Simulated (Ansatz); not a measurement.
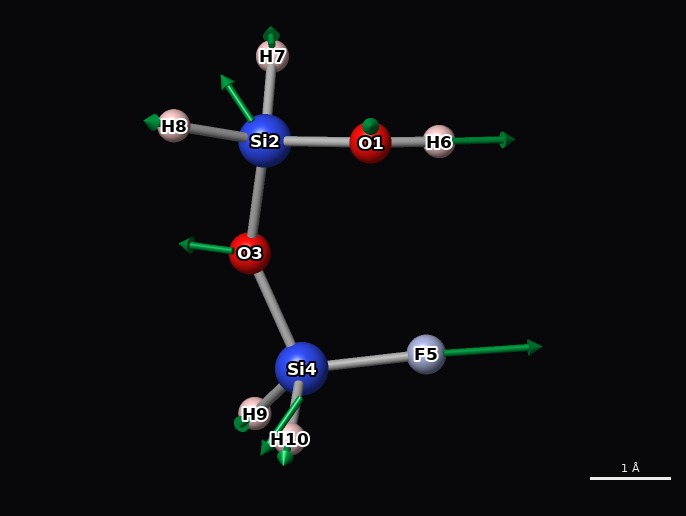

Arrows show the forces on the atoms, 2 Å of arrow for 1 eV/Å; forces under a tenth of the largest aren't drawn. Level of theory: PBE-D4/def2-TZVPP (Ansatz 0.2.0).

On which atom is the force largest, and how large is it?

On F5: 0.63 eV/Å.

Which bond do the forces act along most?

Si4–F5, now 1.599 Å: the forces push its atoms apart, so a first step downhill lengthens it.

List the force components in the frame of the picture (x right, y up, z towards the viewer), in eV/Å.

```json
{"atom": "O1", "Fx": "0.02", "Fy": "0.00", "Fz": "0.53"}
{"atom": "Si2", "Fx": "−0.20", "Fy": "0.30", "Fz": "−0.06"}
{"atom": "O3", "Fx": "−0.34", "Fy": "0.05", "Fz": "−0.18"}
{"atom": "Si4", "Fx": "−0.26", "Fy": "−0.37", "Fz": "0.01"}
{"atom": "F5", "Fx": "0.62", "Fy": "0.04", "Fz": "−0.10"}
{"atom": "H6", "Fx": "0.40", "Fy": "0.01", "Fz": "−0.18"}
{"atom": "H7", "Fx": "−0.01", "Fy": "0.13", "Fz": "−0.13"}
{"atom": "H8", "Fx": "−0.12", "Fy": "0.02", "Fz": "0.12"}
{"atom": "H9", "Fx": "−0.08", "Fy": "−0.07", "Fz": "−0.15"}
{"atom": "H10", "Fx": "−0.03", "Fy": "−0.11", "Fz": "0.14"}
```
